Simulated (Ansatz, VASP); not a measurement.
# Rh in two plane-wave programs

Wanted: the spread between two codes on one cell, functional and k mesh.

Program: Ansatz 0.2.0. Level of theory: plane waves, with VASP 6.6.1 beside it; single point at PBEsol. Results are calculated unless marked as measured.

**1. The structure**

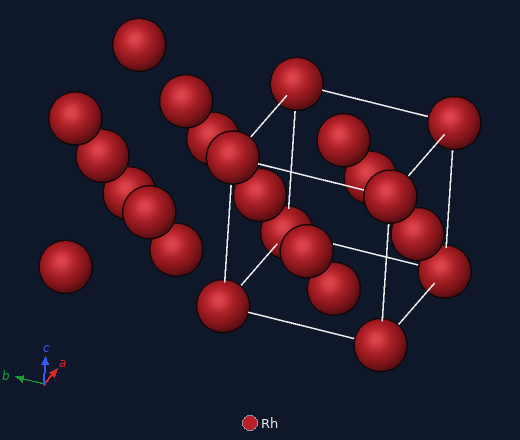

The starting structure, seen from a free direction (rhodium red). 1×2×1 cells are drawn. This picture shows the conventional cell, with its axes. Some periodic images of atoms are drawn too.

**2. VASP: single point, PBEsol**

With cell and atoms fixed, the geometry can't cause a difference; cores, projectors, grids and the points listed under the comparison can.

Lines of VASP's logs that name or quote its potential files are left out, and so is its time.

File INCAR:

```
SYSTEM = Rh
PREC = Accurate
ENCUT = 450
EDIFF = 1E-08
NELM = 100
ISMEAR = -1
SIGMA = 0.025
LREAL = .FALSE.
ALGO = Normal
GGA = PS
NBANDS = 15
LASPH = .TRUE.
LORBIT = 11
LWAVE = .FALSE.
LCHARG = .FALSE.
KPAR = 2
ISIF = 2
```

File POSCAR:

```
Rh
1.0
    0.0000000000      1.8894005860      1.8894005860
    1.8894005860      0.0000000000      1.8894005860
    1.8894005860      1.8894005860      0.0000000000
Rh
1
Direct
    0.0000000000      0.0000000000      0.0000000000
```

File KPOINTS:

```
Automatic mesh
0
Gamma
34 34 34
0 0 0
```

PAW data sets: Rh_pv (PBE family, release 64).

Command:

```console
mpirun -np 2 vasp_std
```

Numbers of over 12 decimals in the logs are rounded to 6 here.

The log of the run:

```text
[banner, memory and clock lines left out]
running    2 mpi-ranks, on    1 nodes
 distrk:  each k-point on    1 cores,    2 groups
 distr:  one band on    1 cores,    1 groups

 POSCAR found type information on POSCAR Rh
 POSCAR found :  1 types and       1 ions
|                                                                             |
|               ----> ADVICE to this user running VASP <----                  |
|                                                                             |
|     You enforced a specific xc type in the INCAR file but a different       |
|     [... a line on the potential file left out ...]
|     I HOPE YOU KNOW WHAT YOU ARE DOING!                                     |
|                                                                             |

 LDA part: xc-table for (Slater+PW92), standard interpolation
 POSCAR, INCAR and KPOINTS ok, starting setup
 FFT: planning ... GRIDC
 FFT: planning ... GRID_SOFT
 FFT: planning ... GRID
 WAVECAR not read
 entering main loop
       N       E                     dE             d eps       ncg     rms          rms(c)
DAV:   1     0.108944975256E+03    0.10894E+03   -0.78533E+03 32103   0.966E+02
DAV:   2    -0.729826268236E+01   -0.11624E+03   -0.11107E+03 36460   0.305E+02
DAV:   3    -0.876603435145E+01   -0.14678E+01   -0.14661E+01 37202   0.373E+01
DAV:   4    -0.877099999592E+01   -0.49656E-02   -0.49656E-02 37118   0.222E+00
DAV:   5    -0.877103945199E+01   -0.39456E-04   -0.39455E-04 36754   0.172E-01    0.115E+01
DAV:   6    -0.816657390311E+01    0.60447E+00   -0.86636E-01 32799   0.129E+01    0.364E+00
DAV:   7    -0.814405219924E+01    0.22522E-01   -0.19090E-02 38672   0.172E+00    0.165E+00
DAV:   8    -0.813939343606E+01    0.46588E-02   -0.49115E-03 35088   0.914E-01    0.257E-01
DAV:   9    -0.813912117241E+01    0.27226E-03   -0.22825E-04 35893   0.204E-01    0.255E-02
DAV:  10    -0.813912593749E+01   -0.47651E-05   -0.24193E-06 37125   0.167E-02    0.671E-03
DAV:  11    -0.813912621076E+01   -0.27327E-06   -0.56834E-07 36635   0.104E-02    0.385E-04
DAV:  12    -0.813912614050E+01    0.70266E-07   -0.83490E-09 24846   0.124E-03    0.619E-05
DAV:  13    -0.813912612980E+01    0.10697E-07   -0.50298E-10 18538   0.277E-04    0.278E-05
DAV:  14    -0.813912612796E+01    0.18408E-08   -0.13524E-10 16998   0.146E-04
   1 F= -.81391261E+01 E0= -.81378575E+01  d E =-.253724E-02
```

OUTCAR, selected parts (step 2):

```text
ion  position               nearest neighbor table
   1  0.000  0.000  0.000-

  LATTYP: Found a face centered cubic cell.
 ALAT       =     3.7788011720

 Subroutine GETGRP returns: Found 48 space group operations
 (whereof 48 operations were pure point group operations)

The static configuration has the point symmetry O_h .

 Found   1059 irreducible k-points:

   k-points           NKPTS =   1059   k-points in BZ     NKDIM =   1059   number of bands    NBANDS=     15

   dimension x,y,z NGX =    18 NGY =   18 NGZ =   18
   dimension x,y,z NGXF=    36 NGYF=   36 NGZF=   36

   ENCUT  =  450.0 eV  33.07 Ry    5.75 a.u.   4.62  4.62  4.62*2*pi/ulx,y,z

   NELECT =      15.0000    total number of electrons

 k-points in reciprocal lattice and weights: Automatic mesh
   0.00000000  0.00000000  0.00000000       0.000
   0.02941176  0.00000000  0.00000000       0.000
   0.05882353  0.00000000  0.00000000       0.000
   0.08823529  0.00000000  0.00000000       0.000
   0.11764706  0.00000000  0.00000000       0.000
   0.14705882  0.00000000  0.00000000       0.000
   0.17647059  0.00000000  0.00000000       0.000
   0.20588235  0.00000000  0.00000000       0.000
   0.23529412  0.00000000  0.00000000       0.000
[...]
-0.26470588  0.47058824  0.23529412       0.001
  -0.26470588  0.50000000  0.23529412       0.000

 average (electrostatic) potential at core
       1 -70.4357

 E-fermi :  12.1153

 k-point     1 :       0.0000    0.0000    0.0000
  band No.  band energies     occupation
    ...
      5       8.9188      2.00000
      6       8.9188      2.00000
      7       8.9188      2.00000
      8      11.0956      2.00000
      9      11.0956      2.00000
     10      28.0264      0.00000
     11      32.4228      0.00000
     12      33.5858      0.00000
     13      33.5858      0.00000
     14      33.5858      0.00000
    ...

 k-point     2 :       0.0294    0.0000    0.0000
  band No.  band energies     occupation
    ...
      5       8.9020      2.00000
      6       8.9332      2.00000
      7       8.9332      2.00000
      8      11.0870      2.00000
      9      11.0870      2.00000
     10      28.0802      0.00000
     11      32.4217      0.00000
     12      33.3691      0.00000
     13      33.6390      0.00000
     14      33.6390      0.00000
    ...

 k-point     3 :       0.0588    0.0000    0.0000
  band No.  band energies     occupation
    ...
      5       8.8541      2.00000
      6       8.9751      2.00000
      7       8.9751      2.00000
      8      11.0633      2.00000
      9      11.0633      2.00000
     10      28.2377      0.00000
     11      32.4181      0.00000
     12      32.8129      0.00000
     13      33.7973      0.00000
     14      33.7973      0.00000
    ...

  Total        0.0035910      0.0035910      0.0035910      0.0000000      0.0000000      0.0000000
  in kB        0.4265096      0.4265096      0.4265096      0.0000000      0.0000000      0.0000000
  external PRESSURE =       0.4265096 kB  Pullay stress =       0.0000000 kB

  energy-cutoff  :      450.00
  volume of cell :       13.49
      direct lattice vectors                 reciprocal lattice vectors
     0.000000000  1.889400586  1.889400586    -0.264634193  0.264634193  0.264634193
     1.889400586  0.000000000  1.889400586     0.264634193 -0.264634193  0.264634193
     1.889400586  1.889400586  0.000000000     0.264634193  0.264634193 -0.264634193

 POSITION                                       TOTAL-FORCE (eV/Angst)
 -----------------------------------------------------------------------------------
      0.00000      0.00000      0.00000         0.000000      0.000000      0.000000
 -----------------------------------------------------------------------------------
    total drift:                                0.000000     -0.000000      0.000000

  FREE ENERGIE OF THE ION-ELECTRON SYSTEM (eV)
  ---------------------------------------------------
  free  energy   TOTEN  =        -8.1391261280 eV

  energy  without entropy=       -8.1365888878  energy(sigma->0) =       -8.13785751

 total charge
# of ion       s       p       d       tot
------------------------------------------
    1        0.417   6.318   7.075  13.810

[... 3 further parts left out ...]
```

The run ends at a pressure of 0.04 GPa.

**3. Ansatz: single point, PBEsol**

Ansatz runs on its default PAW (the set named soft_2) files.

The same cell, functional, mesh and smearing now go to Ansatz, which takes its cutoff from its data sets.

File input.yaml:

```yaml
crystal:
  lattice:
    - [0.0, 1.889400586, 1.889400586]
    - [1.889400586, 0.0, 1.889400586]
    - [1.889400586, 1.889400586, 0.0]
  atoms:
    - { symbol: Rh, position: [0.0, 0.0, 0.0] }
hamiltonian:
  xc: pbesol
  pseudopotentials: { kind: paw }
kpoints:
  mp_grid: { grid: [34, 34, 34] }
scf:
  occupations: { method: fermi_dirac, width: 0.025 }
  n_extra_bands: 4
output:
  forces: true
  stress: true
  eigenvalues: true
  write_density: true
  write_potential: true
  elf: true
  volumetric_format: npy
```

Command:

```console
ansatz run input.yaml --threads 2 --pin off --max-ram 4608MiB --backend cpu --events-out ev --progress --plain --runs-dir out
```

The log of the run:

```text
scf.n_extra_bands = 4 over 9 filled bands (N_el = 17.0): the run solves 13 bands
Engine: ansatz 0.2.0, aarch64-unknown-linux-gnu
Pseudopotentials: kind: paw
Pseudopotential: Rh, paw, valence charge 17, recommended cutoff 420 eV (normal), Rh.paw.azcp
Functional definition: PBEsol
  exchange = pbesol_x
  correlation = pbesol_c
Crystal: 1 atoms, lattice volume = 13.490 Å³
Basis set: ecut = 420 eV, 259 PW (Γ), exchange–correlation on 36×36×36 points (8 copies of the dense FFT grid, shifted against one another)
Bands: 13, of which v1, the nominal top of the filled ones, is band 9 counted from 1 (8 counted from 0)
Symmetry: 48 space group operations
Space group: Fm-3m (ITA 225), of the structure as read, at distance tolerance 2.4e-5 Å
k-points: 1059 of 39304
Non-local potential: Rh, projectors of the file, l = 0: 3, l = 1: 2, l = 2: 2, l = 3: 1
PAW form: soft (Blöchl's): semilocal exchange-correlation on the pseudo side does not see the compensation charge
PAW frozen core: Rh, regenerated for the run's functional, and the local potential with it (the file was generated under x = pbe(κ = 0.804, μ = 0.219515), c = pbe(β = 0.066725))
PAW one-centre angular grid: Rh, 590 points (default); XC on 64 Gauss nodes
Initial density: superposition of atomic densities (neutral atoms: chi_scale 0, normalization atom), corrected by the library's trained network
Initial wavefunctions: pseudopotential atomic-orbital guess
Functional: x = pbesol(κ = 0.804, μ = 0.123457), c = pbesol(β = 0.046)
SCF iter   1: F=—  HF=-6338.750470 eV  |F-HF|=—  |Δ(HF+E_count)|=         —  Δρ=9.66e-3  dr2=1.02e-2  ethr=1.77e-3  ⟨swp⟩=5.5  Hψ=77504  notcnv=0
preconditioner: auto → none  [metal: Δε(μ)=0.006 eV  Ē_g=14.162 eV  σ=0.025 eV  W_gap=0.06  n_scr=0 (ndim 8)  ℏωp=30.3 eV  f_vac=0.000  D(μ)=1.22/eV (n_scr^D=14)]
SCF iter   2: F=—  HF=-6338.747700 eV  |F-HF|=—  |Δ(HF+E_count)|=   2.77e-3  Δρ=3.73e-3  dr2=1.09e-3  ethr=5.98e-5  ⟨swp⟩=2.7  Hψ=33380  notcnv=0  defer=140
SCF iter   3: F=—  HF=-6338.747388 eV  |F-HF|=—  |Δ(HF+E_count)|=   3.12e-4  Δρ=1.41e-3  dr2=4.77e-5  ethr=6.41e-6  ⟨swp⟩=2.4  Hψ=22574  notcnv=0  defer=140
SCF iter   4: F=—  HF=-6338.747384 eV  |F-HF|=—  |Δ(HF+E_count)|=   4.52e-6  Δρ=9.53e-5  dr2=3.84e-7  ethr=2.81e-7  ⟨swp⟩=2.1  Hψ=22678  notcnv=0  defer=140
iter 5 did not close the SCF: its close was put off for the readings that it lacked (scf_convergence_deferred on its scf_iter line)
SCF iter   5: F=-6338.747384 eV  HF=-6338.747384 eV  |F-HF|=2.01e-9  |Δ(HF+E_count)|=   8.64e-8  Δρ=2.32e-5  dr2=1.37e-8  ethr=2.26e-9  ⟨swp⟩=2.1  Hψ=21354  notcnv=0  defer=140
SCF iter   6: F=-6338.747384 eV  HF=-6338.747384 eV  |F-HF|=1.53e-10  |Δ(HF+E_count)|=  1.54e-10  Δρ=4.74e-6  dr2=5.47e-10  ethr=8.04e-11  ⟨swp⟩=5.5  Hψ=68829  notcnv=0
SCF 1 converged in 6 iterations: F = -6338.747384 eV  dr2 = 5.47e-10
  greatest PAW one-centre occupation: 1.000 electrons in one spin orbital (limit 2), on the Rh atom at site 0 (counted from 0), in its partial waves of l = 0
SCF converged after 6 iterations
Free energy (F): -6338.747384 eV
Harris-Foulkes:  -6338.747384 eV  (|F-HF|=1.53e-10)
Internal energy: -6338.744847 eV  (E = F + TS)
E sigma→0 (E₀):  -6338.746115 eV
Entropy (-TS):   -0.002537 eV (-2.537 meV/atom)
Fermi energy:    22.802851 eV
--- Per-component energies (eV) ---
  E_band       = -79.432956
  E_kinetic    = 573.764922
  E_local      = -1540.006714  (includes V_loc(G=0)·N_el)
  E_nonlocal   = 356.262029
  E_hartree    = 540.221623
  E_xc         = -220.867273
  E_vxc        = -278.306712  (∫ρ·V_xc dr)
  E_paw        = -3523.800485  (= ΣΔE_a)
  E_vpaw       = -271.590954  (= ΣTr[D̂ρ^β])
  E_aug_tail   = 0.000800  (compensation charges beyond the density's cutoff)
  E_ewald      = -2524.595948
  E_core_change = 0.276200  (= ΣΔE_core)
  E_smearing   = -0.002537  (= −TS)
  E_closure    = 0.000000  (closes the sum)
  Σ components = -6338.747384   (vs F -6338.747384, Δ=0.00e0)
--- Forces (eV/Å), atoms counted from 1 ---
  atom   1  Rh    -0.00000000     0.00000000     0.00000000
  max |Σ_I F_I| component: 1.23e-31 eV/Å
--- Stress (GPa, compression-positive) ---
        0.235923      -0.000000       0.000000
       -0.000000       0.235923      -0.000000
        0.000000       0.000000       0.235923
  P = ⅓ Tr σ = 0.2359 GPa (2.359 kbar)
--- Band table (eV; the first three rows and the last of 1059) ---
  k-point 0: bands = [... 5 lower, 19.6023, 19.6023, 19.6023, 21.7789, 21.7789, 38.5048, 43.9329, 43.9329]
  k-point 1: bands = [... 5 lower, 19.5856, 19.6168, 19.6168, 21.7704, 21.7704, 38.5579, 43.7303, 43.9837]
  k-point 2: bands = [... 5 lower, 19.5379, 19.6588, 19.6588, 21.7467, 21.7467, 38.7129, 43.2064, 44.1398]
  k-point 1058: bands = [... 5 lower, 18.6082, 19.1108, 21.5677, 23.8262, 32.0931, 32.8831, 34.1234, 35.5972]
```

It took 11 s on 2 threads of Arm Neoverse N1, shared host; peak memory 0.46 GiB.

The run ends at a pressure of 0.24 GPa.

**4. Differences**

Known differences besides the PAW data sets themselves: the data sets hold 17 valence electrons in Ansatz (default PAW (the set named soft_2) files) and 15 in VASP; the cutoff is 420 eV in Ansatz and 450 eV in VASP; Ansatz makes its cores anew for this functional, VASP keeps those of its PBE data sets. Total energies have different zeros and are not compared.

Compared:

```csv
quantity,Ansatz,VASP,difference
pressure (GPa),0.24,0.04,+0.19
```

Ansatz's pressure holds a Pulay correction of 0.10 GPa; VASP's holds none.

**5. What came out**

| Property | Result |
| --- | --- |
| difference in pressure (single point, PBEsol) | 0.19 GPa |

The difference in pressure is 0.19 GPa (single point, PBEsol), within the 1 GPa picked in this series as the mark of a large difference. 1 further run on this material is not shown. Differences of this kind measure data sets and numerical settings, not the functional's error against experiment.

[Lines on the potential files, build, host, timing and source positions are cut from VASP's logs without a mark.]

[Logs are printed without paths, hosts, clocks, repeated set-up lines and the standing remarks that a program may print on its own settings, such as how far it seeks lower states.]

[Hosts, paths, dates, database ids (printed as entryN), source tags and the programs' standing remarks are cut or masked in the printed files.]
